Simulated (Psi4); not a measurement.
# C2HClFIn (SMILES C#[C][In]([F])[Cl]): B3LYP/def2-SVP (core potential)

What is the energy change on altering one bond length of C2HClFIn at B3LYP/def2-SVP (core potential)? 

Program for the calculation: Psi4 1.11.

2 further runs of the same task are left out: 2 set aside as unsound or not needed. Runs told in other sessions of the task aren't counted.

### Step 1. The molecule

C2HClFIn: 6 atoms, total charge 0, spin state singlet. SMILES: `C#[C][In]([F])[Cl]`. The coordinates come from a PBE0-D4/def2-TZVP relaxation.

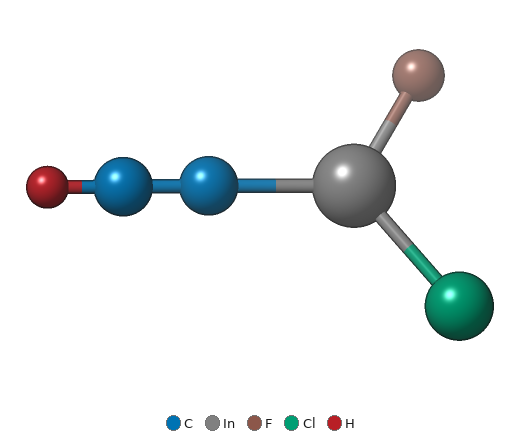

Viewed from a chosen angle; carbon blue, indium grey, fluorine brown, chlorine teal, hydrogen red.

### Step 2. Energy and forces at B3LYP/def2-SVP (core potential)

calc.py reads:

```python
import psi4

psi4.set_memory(2200000000)
psi4.set_num_threads(1)
psi4.set_output_file('output.dat', False)

m = psi4.geometry("""
0 1
C      1.088300     0.340300     1.700800
C      0.438900     0.120100     0.708700
In    -0.655800    -0.235700    -0.984700
F     -1.773600    -1.806600    -1.123700
Cl    -0.759200     1.049500    -2.880900
H      1.661500     0.532400     2.579900
units angstrom
symmetry c1
""")

psi4.set_options({
    'reference': 'rks',
    'puream': True,
    'e_convergence': 1e-09,
    'd_convergence': 1e-08,
    'scf_type': 'pk',
    'dft_radial_points': 99,
    'dft_spherical_points': 590,
})

e_tot, wfn = psi4.gradient("b3lyp/def2-SVP", molecule=m, return_wfn=True)
psi4.oeprop(wfn, "MAYER_INDICES", "WIBERG_LOWDIN_INDICES", "DIPOLE")
print('gradient / Eh bohr^-1')
print(e_tot.np.round(6))
print(f'energy = {wfn.energy():.10f} Eh')
```

Started as:

```sh
$ python calc.py
```

output.dat (excerpt; [...] marks lines left out):

```text
[...]
    !!!  WARNING: ECP capability is in beta. Please check occupations closely.  !!!
[...]
  Running in c1 symmetry.
[...]
  Nuclear repulsion =  274.588230394353843
[...]
  Multiplicity = 1
[...]
  Nalpha       = 30
  Nbeta        = 30
[...]
    Number of basis functions: 91
[...]
   @RKS iter   1:  -826.46080321599197   -1.18907e+00   8.60386e-03 ADIIS/DIIS
[...]
   @RKS iter  12:  -826.78130935496824   -7.38964e-12   7.36035e-09 DIIS
[...]
    Orbital Energies [Eh]
    ---------------------
    Doubly Occupied:
       1A   -101.500085     2A    -24.631429     3A    -10.220761
       4A    -10.208965     5A     -9.454081     6A     -7.220699
       7A     -7.214664     8A     -7.213885     9A     -4.724760
      10A     -3.133979    11A     -3.126040    12A     -3.123744
      13A     -1.089189    14A     -0.849136    15A     -0.826326
      16A     -0.818748    17A     -0.816724    18A     -0.809995
      19A     -0.775593    20A     -0.758045    21A     -0.563183
      22A     -0.479041    23A     -0.401030    24A     -0.381068
      25A     -0.370086    26A     -0.352249    27A     -0.330216
      28A     -0.322311    29A     -0.317179    30A     -0.314819
[...]
  @RKS Final Energy:  -826.78130935496824
   => Energetics <=
    Nuclear Repulsion Energy =            274.5882303943538432
    One-Electron Energy =               -1759.6685879858769113
    Two-Electron Energy =                 712.2326086235846105
    DFT Exchange-Correlation Energy =     -53.9335603870297504
    Empirical Dispersion Energy =           0.0000000000000000
    VV10 Nonlocal Energy =                  0.0000000000000000
    Total Energy =                       -826.7813093549682435
[...]
  -Total Gradient:
     Atom            X                  Y                   Z
    ------   -----------------  -----------------  -----------------
       1       -0.009419448406    -0.003134945907    -0.014492072851
       2        0.008480418259     0.002582583936     0.013357101477
       3       -0.002354758936     0.000347938198    -0.005114243908
       4        0.006688961789     0.009480843046     0.000727626756
       5        0.000392849455    -0.008049963188     0.011375523471
       6       -0.003838484378    -0.001276468765    -0.005887724085
[...]
 Multipole Moments:
 ------------------------------------------------------------------------------------
     Multipole            Electronic (a.u.)      Nuclear  (a.u.)        Total (a.u.)
 ------------------------------------------------------------------------------------
 L = 1.  Multiply by 2.5417464519 to convert [e a0] to [Debye]
 Dipole X            :         -6.7403632            7.4796576            0.7392944
 Dipole Y            :        -10.3031451           10.7658489            0.4627039
 Dipole Z            :          0.2538054            0.5966822            0.8504876
 Magnitude           :                                                    1.2181873
[...]
```

On the terminal:

```text
gradient / Eh bohr^-1
[[-0.009419 -0.003135 -0.014492]
 [ 0.00848   0.002583  0.013357]
 [-0.002355  0.000348 -0.005114]
 [ 0.006689  0.009481  0.000728]
 [ 0.000393 -0.00805   0.011376]
 [-0.003838 -0.001276 -0.005888]]
energy = -826.7813093550 Eh
```

It took 12 s on 1 thread of Intel Xeon 6975P-C (Granite Rapids), shared host; peak memory 0.94 GiB.

### Step 3. The distorted shape, same level

calc.py reads:

```python
import psi4

psi4.set_memory('2200 MB')
psi4.set_num_threads(1)
psi4.set_output_file('run.log', False)

m = psi4.geometry("""
0 1
C      2.11520447    -0.08548176     4.28896588
C      0.88801632    -0.50159945     2.41416859
In    -1.18066687    -1.17396401    -0.78589363
F     -3.29300273    -4.14253478    -1.04856556
Cl    -1.43468007     1.98326757    -5.44411199
H      3.19839548     0.27753463     5.95022411
units bohr
symmetry c1
no_reorient
no_com
""")

psi4.set_options({
    'basis': 'def2-SVP',
    'puream': True,
    'e_convergence': 1e-09,
    'd_convergence': 1e-08,
    'scf_type': 'pk',
    'dft_radial_points': 99,
    'dft_spherical_points': 590,
})

e = psi4.gradient('b3lyp')
print('gradient / Eh bohr^-1')
print(e.np.round(6))
```

Started as:

```sh
$ python calc.py
```

run.log (excerpt; [...] marks lines left out):

```text
[...]
    !!!  WARNING: ECP capability is in beta. Please check occupations closely.  !!!
[...]
  Running in c1 symmetry.
[...]
  Nuclear repulsion =  248.938446926770325
[...]
  Multiplicity = 1
[...]
  Nalpha       = 30
  Nbeta        = 30
[...]
    Number of basis functions: 91
[...]
   @RKS iter   1:  -826.41098187029957   -1.29949e+00   8.57848e-03 ADIIS/DIIS
[...]
   @RKS iter  13:  -826.73289465353275   -1.25056e-12   3.79336e-09 DIIS
[...]
  @RKS Final Energy:  -826.73289465353275
   => Energetics <=
    Nuclear Repulsion Energy =            248.9384469267703253
    One-Electron Energy =               -1708.3424119540861739
    Two-Electron Energy =                 686.5344812685215174
    DFT Exchange-Correlation Energy =     -53.8634108947385144
    Empirical Dispersion Energy =           0.0000000000000000
    VV10 Nonlocal Energy =                  0.0000000000000000
    Total Energy =                       -826.7328946535327532
[...]
 Multipole Moments:
 ------------------------------------------------------------------------------------
     Multipole            Electronic (a.u.)      Nuclear  (a.u.)        Total (a.u.)
 ------------------------------------------------------------------------------------
 L = 1.  Multiply by 2.5417464519 to convert [e a0] to [Debye]
 Dipole X            :         58.4382243          -57.6028698            0.8353545
 Dipole Y            :         31.4144089          -31.4654612           -0.0510523
 Dipole Z            :         74.0382915          -72.3217292            1.7165623
 Magnitude           :                                                    1.9097145
[...]
  -Total Gradient:
     Atom            X                  Y                   Z
    ------   -----------------  -----------------  -----------------
       1       -0.009029822907    -0.003338991553    -0.013453831803
       2        0.007792490275     0.000190445063     0.015147064534
       3        0.002833444274    -0.029707978480     0.044702003288
       4        0.004997631217     0.005055361567     0.003214147208
       5       -0.002670733006     0.028911782360    -0.043336528020
       6       -0.003948438729    -0.001116864808    -0.006314902347
[...]
```

On the terminal:

```text
gradient / Eh bohr^-1
[[-0.00903  -0.003339 -0.013454]
 [ 0.007792  0.00019   0.015147]
 [ 0.002833 -0.029708  0.044702]
 [ 0.004998  0.005055  0.003214]
 [-0.002671  0.028912 -0.043337]
 [-0.003948 -0.001117 -0.006315]]
```

It took 12 s on 1 thread of Intel Xeon 6975P-C (Granite Rapids), shared host; peak memory 0.93 GiB.

### Step 4. Summary of results

At B3LYP/def2-SVP (core potential):

| quantity | value |
| --- | --- |
| first shape: total energy | -826.78131 Eh |
| first shape: dipole moment | 3.10 D |
| first shape: HOMO energy | -8.57 eV |
| first shape: LUMO energy | -2.10 eV |
| first shape: HOMO–LUMO gap | 6.47 eV |
| first shape: largest force on an atom | 0.903 eV/Å |
| distorted shape: total energy | -826.73289 Eh |
| distorted shape: dipole moment | 4.85 D |
| distorted shape: HOMO energy | -7.46 eV |
| distorted shape: LUMO energy | -3.93 eV |
| distorted shape: HOMO–LUMO gap | 3.53 eV |
| distorted shape: largest force on an atom | 2.764 eV/Å |
| energy change with the In3–Cl5 bond stretched from 2.293 to 2.981 Å | 1.317 eV |

**Reading.** With the In3–Cl5 bond stretched from 2.293 to 2.981 Å the energy rises by 1.32 eV (30 kcal/mol). The first shape isn't relaxed at this level, so the change isn't measured from a minimum. The largest force (first shape) is 0.90 eV/Å: the shape isn't a stationary point for this species at this level.
